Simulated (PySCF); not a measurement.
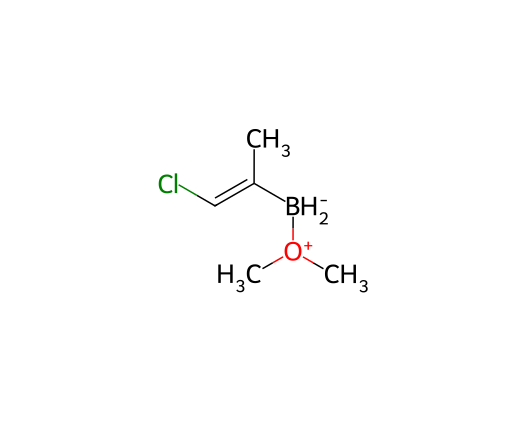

The computed structure is the end point of a GFN2-xTB optimisation. No frequency run is at hand to confirm it as a minimum. Method: PBE0/pcSseg-1, gas phase (PySCF 2.14.0).

What does the calculation give?

The species is C₅H₁₂BClO (`C/C([BH2-][O+](C)C)=C\Cl`).
- dipole moment: 6.06 D
- HOMO energy (Kohn–Sham orbital): −6.56 eV
- LUMO energy (Kohn–Sham orbital): 0.33 eV
- HOMO–LUMO gap: 6.89 eV

The geometry is semi-empirical. Around B such bond lengths and angles can be off by a tenth of an ångström or more and by several degrees, and values that hang on the shape move with them.
